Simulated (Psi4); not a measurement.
# InH3F− ([InFH3]-): levels of theory compared

We compute a comparison of 4 runs (HF/STO-3G, HF/3-21G, CCSD/def2-SVP, CCSD(T)/def2-SVP) of InH3F− ([InFH3]-). 

Program for the calculation: Psi4 1.11.

3 further runs of the same task are left out: 3 set aside as unsound or not needed.

**1. Starting point**

The species is InH3F− (5 atoms), meant as a singlet with charge -1. As SMILES, `[H][In-]([H])([H])[F]`. The shape comes from GFN2-xTB, which is rough for such elements, and wasn't checked as a minimum.

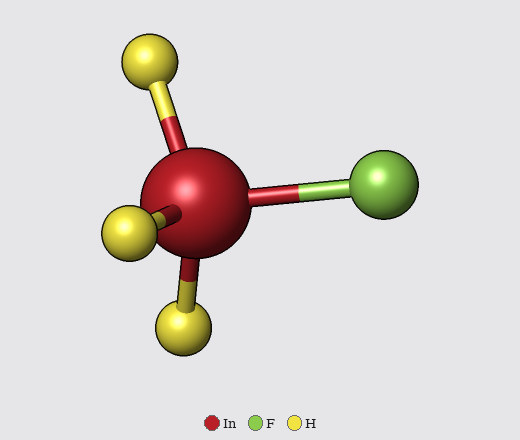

The structure, seen from a chosen angle (indium red, fluorine green, hydrogen yellow).

**2. The charge distribution at HF/STO-3G (run 1)**

The input, job.json:

```json
{
 "schema_name": "qcschema_input",
 "schema_version": 1,
 "molecule": {
  "schema_name": "qcschema_molecule",
  "schema_version": 2,
  "symbols": ["In", "F", "H", "H", "H"],
  "geometry": [0.00326923, 0.00591484, -0.2539036, 0.01802799, -0.03639613, 3.55937474, 3.10642629, 0.01827365, -1.12096664, -1.57270567, 2.69352113, -1.06763857, -1.55501783, -2.6812946, -1.11684704],
  "molecular_charge": -1,
  "molecular_multiplicity": 1
 },
 "driver": "energy",
 "model": {
  "method": "hf",
  "basis": "STO-3G"
 },
 "keywords": {
  "scf_type": "pk",
  "scf_properties": ["ESP_AT_NUCLEI", "MULTIPOLE(3)", "WIBERG_LOWDIN_INDICES", "MULLIKEN_CHARGES"]
 }
}
```

Started as:

```
$ psi4 --qcschema job.json -n 1 --memory 1600MB
```

stdout:

```text
[...]
  Running in c1 symmetry.
[...]
  Nuclear repulsion =  166.639990087099164
[...]
  Multiplicity = 1
[...]
  Nalpha       = 31
  Nbeta        = 31
[...]
    Number of basis functions: 35
[...]
   @RHF iter   1: -5782.29277759265096   -3.31719e+00   1.40400e-02 ADIIS/DIIS
[...]
   @RHF iter   6: -5782.52075100720413   -4.11219e-08   7.37638e-07 DIIS
[...]
  @RHF Final Energy: -5782.52075100720413
   => Energetics <=
    Nuclear Repulsion Energy =            166.6399900870991644
    One-Electron Energy =               -8363.1125553555120860
    Two-Electron Energy =                2413.9518142612096199
    Total Energy =                      -5782.5207510072041259
[...]
 Multipole Moments:
 ------------------------------------------------------------------------------------
     Multipole            Electronic (a.u.)      Nuclear  (a.u.)        Total (a.u.)
 ------------------------------------------------------------------------------------
 L = 1.  Multiply by 2.5417464519 to convert [e a0] to [Debye]
 Dipole X            :          0.0173035           -0.0092246            0.0080788
 Dipole Y            :          0.0256646           -0.0156615            0.0100031
 Dipole Z            :         -0.9418376            0.6433030           -0.2985346
 Magnitude           :                                                    0.2988113
[...]
  Mulliken Charges: (a.u.)
   Center  Symbol    Alpha    Beta     Spin     Total
       1    IN    24.32104 24.32104  0.00000  0.35792
       2     F     4.72302  4.72302  0.00000 -0.44604
       3     H     0.65181  0.65181  0.00000 -0.30363
       4     H     0.65193  0.65193  0.00000 -0.30386
       5     H     0.65220  0.65220  0.00000 -0.30439
   Total alpha = 31.00000, Total beta = 31.00000, Total charge = -1.00000
  Wiberg Bond Indices using Orthogonal Lowdin Orbitals:
[...]
```

The result, in JSON:

```text
{
 "driver": "energy",
 "model": {
  "method": "hf",
  "basis": "STO-3G"
 },
 "success": true,
 "return_result": -5782.520751007204,
 "properties": {
  "calcinfo_nbasis": 35,
  "calcinfo_nmo": 35,
  "calcinfo_nalpha": 31,
  "calcinfo_nbeta": 31,
  "calcinfo_natom": 5,
  "nuclear_repulsion_energy": 166.63999008709916,
  "return_energy": -5782.520751007204,
  "scf_one_electron_energy": -8363.112555355512,
  "scf_two_electron_energy": 2413.9518142612096,
  "scf_dipole_moment": [0.008078824294837306, 0.010003088302234009, -0.2985345664613799],
  "scf_total_energy": -5782.520751007204,
  "scf_iterations": 6
 }
}
```

Run time: 1.1 s. Hardware: 1 thread of Intel Xeon 6975P-C (Granite Rapids), shared host; peak memory 0.18 GiB.

Atomic charges (e):

| atom | Mulliken |
| --- | --- |
| In1 | +0.358 |
| F2 | -0.446 |
| H3 | -0.304 |
| H4 | -0.304 |
| H5 | -0.304 |

**3. Energy and gradient at HF/3-21G (run 2)**

The input, fh3in.py:

```python
import psi4

psi4.set_memory(1600000000)
psi4.set_num_threads(1)
psi4.set_output_file('run.log', False)

m = psi4.geometry("""
-1 1
In     0.00326923     0.00591484    -0.25390360
F      0.01802799    -0.03639613     3.55937474
H      3.10642629     0.01827365    -1.12096664
H     -1.57270567     2.69352113    -1.06763857
H     -1.55501783    -2.68129460    -1.11684704
units bohr
symmetry c1
no_reorient
no_com
""")

psi4.set_options(dict(basis='3-21G', reference='rhf', puream=True, e_convergence=1e-09, d_convergence=1e-08, scf_type='pk'))

e_tot, wfn = psi4.gradient('scf', molecule=m, return_wfn=True)
psi4.oeprop(wfn, 'LOWDIN_CHARGES', 'QUADRUPOLE', 'DIPOLE', title='SCF')
print('gradient / Eh bohr^-1')
print(e_tot.np.round(6))
print(f'energy = {wfn.energy():.10f} Eh')
```

Started as:

```
$ python fh3in.py
```

run.log:

```text
[...]
  Running in c1 symmetry.
[...]
  Nuclear repulsion =  166.639990087099136
[...]
  Multiplicity = 1
[...]
  Nalpha       = 31
  Nbeta        = 31
[...]
    Number of basis functions: 46
[...]
   @RHF iter   1: -5815.00382318569609   -3.55659e+00   1.43181e-02 ADIIS/DIIS
[...]
   @RHF iter  10: -5815.38356319139348   -1.00044e-11   1.98683e-09 DIIS
[...]
  @RHF Final Energy: -5815.38356319139348
   => Energetics <=
    Nuclear Repulsion Energy =            166.6399900870991360
    One-Electron Energy =               -8382.5218220144852239
    Two-Electron Energy =                2400.4982687359934062
    Total Energy =                      -5815.3835631913934776
[...]
  -Total Gradient:
     Atom            X                  Y                   Z
    ------   -----------------  -----------------  -----------------
       1       -0.000022032326     0.001090863998    -0.046556776786
       2       -0.000109435792    -0.000277540981     0.014283688979
       3       -0.030748171136    -0.000239991730     0.010861449133
       4        0.015624702706    -0.027130093794     0.010477968361
       5        0.015254936549     0.026556762510     0.010933670314
[...]
```

The script printed:

```text
gradient / Eh bohr^-1
[[-2.2000e-05  1.0910e-03 -4.6557e-02]
 [-1.0900e-04 -2.7800e-04  1.4284e-02]
 [-3.0748e-02 -2.4000e-04  1.0861e-02]
 [ 1.5625e-02 -2.7130e-02  1.0478e-02]
 [ 1.5255e-02  2.6557e-02  1.0934e-02]]
energy = -5815.3835631914 Eh
```

Wall time 1.5 s (1 thread of Intel Xeon 6975P-C (Granite Rapids), shared host); peak memory 0.19 GiB.

Run 3 isn't shown in full; the table further down has it.

**4. The energy at CCSD(T)/def2-SVP (core potential) (run 4)**

The input, job.dat:

```
memory 1600 MB

molecule {
  -1 1
  In
  F 1 2.018039
  H 1 1.70503 2 105.39075
  H 1 1.704007 3 113.58781 2 114.7587
  H 1 1.706055 4 113.0464 3 -131.00635
  units angstrom
  symmetry c1
  no_reorient
  no_com
}

set globals {
  puream          true
  e_convergence   1e-09
  d_convergence   1e-08
  scf_type        pk
  num_frozen_docc 5
}

e_tot = energy('ccsd(t)/def2-SVP')
print_variables()
```

Started as:

```
$ psi4 -i job.dat -o job.out -n 1
```

job.out:

```text
[...]
    !!!  WARNING: ECP capability is in beta. Please check occupations closely.  !!!
[...]
  Running in c1 symmetry.
[...]
  Nuclear repulsion =   74.489250879147463
[...]
  Multiplicity = 1
[...]
  Nalpha       = 17
  Nbeta        = 17
[...]
    Number of basis functions: 55
[...]
   @RHF iter   1:  -290.24492619823548   -1.73679e+00   8.31286e-03 DIIS/ADIIS
[...]
   @RHF iter  10:  -290.32452558320006   -1.13687e-12   2.50081e-09 DIIS
[...]
  @RHF Final Energy:  -290.32452558320006
   => Energetics <=
    Nuclear Repulsion Energy =             74.4892508791474626
    One-Electron Energy =                -633.1452064344077826
    Two-Electron Energy =                 268.3314299720602776
    Total Energy =                       -290.3245255832000566
[...]
 Multipole Moments:
 ------------------------------------------------------------------------------------
     Multipole            Electronic (a.u.)      Nuclear  (a.u.)        Total (a.u.)
 ------------------------------------------------------------------------------------
 L = 1.  Multiply by 2.5417464519 to convert [e a0] to [Debye]
 Dipole X            :         -0.0197691            0.0116970           -0.0080720
 Dipole Y            :          0.0259306           -0.0161058            0.0098248
 Dipole Z            :        -15.6680300           14.9347087           -0.7333213
 Magnitude           :                                                    0.7334315
[...]
      * MP2 total energy                      = -290.630484107946586
[...]
      * CCSD total energy                     = -290.654061133331311
[...]
      * CCSD(T) total energy                  = -290.659329283903901
[...]
```

Run time: 4.2 s. Hardware: 1 thread of Intel Xeon 6975P-C (Granite Rapids), shared host; peak memory 0.24 GiB.

**5. Overview of the runs**

| run | level | task | symmetry | energy (Eh) | HOMO energy (eV) | LUMO energy (eV) | HOMO–LUMO gap (eV) | wall time |
| --- | --- | --- | --- | --- | --- | --- | --- | --- |
| 1 | HF/STO-3G | properties | auto | -5782.520751 | -1.03 | 19.09 | 20.12 | 1.1 s |
| 2 | HF/3-21G | gradient | c1 | -5815.383563 | -5.11 | 8.15 | 13.26 | 1.5 s |
| 3 | CCSD/def2-SVP (Cholesky decomposition, core potential, Cholesky for correlation) | energy | auto | -290.653682 | -5.30 | 7.55 | 12.84 | 2.5 s |
| 4 | CCSD(T)/def2-SVP (core potential) | energy | c1 | -290.659329 | -5.30 | 7.55 | 12.84 | 4.2 s |

**6. Results**

| quantity | value |
| --- | --- |
| run 4: total energy | -290.65933 Eh |
| run 4: HOMO energy (Hartree–Fock orbitals) | -5.30 eV |
| run 4: LUMO energy (Hartree–Fock orbitals) | 7.55 eV |
| run 4: HOMO–LUMO gap (to an unbound level, set by the basis) | 12.84 eV |
| run 4: correlation energy (5 core orbitals frozen) | -334.8 mEh |
| run 4: (T) correction | -5.27 mEh |
| run 4: T1 diagnostic | 0.011 |

Some runs of one species differ in core potentials or relativity; totals across that change don't compare. In run 1 the basis is minimal, so the values are rough. In runs 1, 2 relativity is left out where basis or elements ask for it. All runs together took 9.3 s, the longest 4.2 s.
